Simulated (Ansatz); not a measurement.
# C7H7O3S (tosylate): the cost of one run

Computed with Ansatz 0.2.0, Gaussian basis. Level: the settings change from run to run.

11 further runs of the same task are left out: 3 that didn't finish, 8 set aside as unsound or not needed.

### 1 The geometry

The structure was relaxed beforehand with PBE-D4/def2-SVP.

SMILES `Cc1ccc(S(=O)(=O)[O-])cc1`, 18 atoms, charge -1, spin multiplicity 1.

Atoms are counted from 1 here; the program's logs count them from 0.

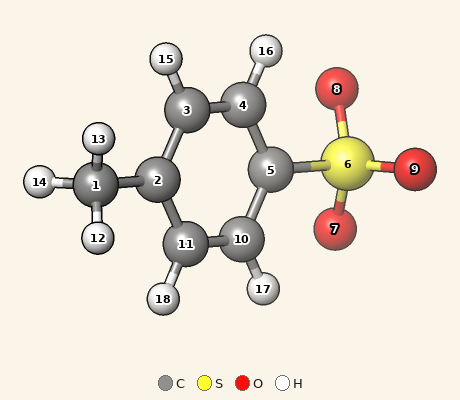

The geometry (carbon grey, sulfur yellow, oxygen red, hydrogen white); atoms are numbered from 1 in the order of the file.

As a file:

| atom | x (Å) | y (Å) | z (Å) |
| --- | --- | --- | --- |
| C1 | -2.96489 | 0.41854 | -0.15732 |
| C2 | -1.47133 | 0.21257 | -0.06452 |
| C3 | -0.57145 | 1.23637 | -0.43000 |
| C4 | 0.81514 | 1.03448 | -0.38291 |
| C5 | 1.33503 | -0.19840 | 0.04197 |
| S6 | 3.14694 | -0.43400 | 0.19678 |
| O7 | 3.34119 | -1.90251 | -0.04538 |
| O8 | 3.71873 | 0.46288 | -0.86225 |
| O9 | 3.41738 | 0.00907 | 1.60464 |
| C10 | 0.45369 | -1.23008 | 0.40226 |
| C11 | -0.93198 | -1.02259 | 0.35402 |
| H12 | -3.50983 | -0.19095 | 0.59311 |
| H13 | -3.24240 | 1.48117 | 0.00167 |
| H14 | -3.36232 | 0.12854 | -1.15648 |
| H15 | -0.97239 | 2.21119 | -0.75957 |
| H16 | 1.52868 | 1.81626 | -0.68676 |
| H17 | 0.88832 | -2.19522 | 0.70592 |
| H18 | -1.61849 | -1.83731 | 0.64483 |

### 2 LC-wPBE/def2-SVP

This run has charge 0, multiplicity 2, coordinates scaled by 1.05, a grid of angular degree 47, high accuracy.

File in.yaml:

```yaml
crystal:
  periodic: [false, false, false]
  atoms:
    - {symbol: C, position_ang: [-3.113134, 0.439465, -0.165185]}
    - {symbol: C, position_ang: [-1.544896, 0.223195, -0.067743]}
    - {symbol: C, position_ang: [-0.600021, 1.298190, -0.451496]}
    - {symbol: C, position_ang: [0.855892, 1.086204, -0.402055]}
    - {symbol: C, position_ang: [1.401785, -0.208315, 0.044073]}
    - {symbol: S, position_ang: [3.304283, -0.455702, 0.206619]}
    - {symbol: O, position_ang: [3.508247, -1.997634, -0.047648]}
    - {symbol: O, position_ang: [3.904665, 0.486024, -0.905358]}
    - {symbol: O, position_ang: [3.588254, 0.009521, 1.684869]}
    - {symbol: C, position_ang: [0.476370, -1.291580, 0.422369]}
    - {symbol: C, position_ang: [-0.978583, -1.073721, 0.371722]}
    - {symbol: H, position_ang: [-3.685316, -0.200497, 0.622764]}
    - {symbol: H, position_ang: [-3.404518, 1.555230, 0.001754]}
    - {symbol: H, position_ang: [-3.530441, 0.134964, -1.214309]}
    - {symbol: H, position_ang: [-1.021008, 2.321749, -0.797553]}
    - {symbol: H, position_ang: [1.605112, 1.907070, -0.721100]}
    - {symbol: H, position_ang: [0.932739, -2.304979, 0.741211]}
    - {symbol: H, position_ang: [-1.699417, -1.929175, 0.677074]}
basis:
  gaussian: {orbitals: def2-SVP, final_grid: {core_spheres: 20, valence_spheres: 16, degree: 47}}
magnetization: {spin_polarized: true, initial_magnetization: 1}
hamiltonian: {xc: {name: LC-wPBE}}
accuracy: high
scf: {omitted_lower_state_checks: [starts]}
```

Command:

```bash
$ ansatz run in.yaml --threads 4 --pin off --events-out ev --progress --plain --max-ram 6963MiB
```

**Question.** How long does this run take on 4 threads of Arm Neoverse V1, shared host, and how much memory does it need?

About 37 s, with a peak of 1.7 GiB.
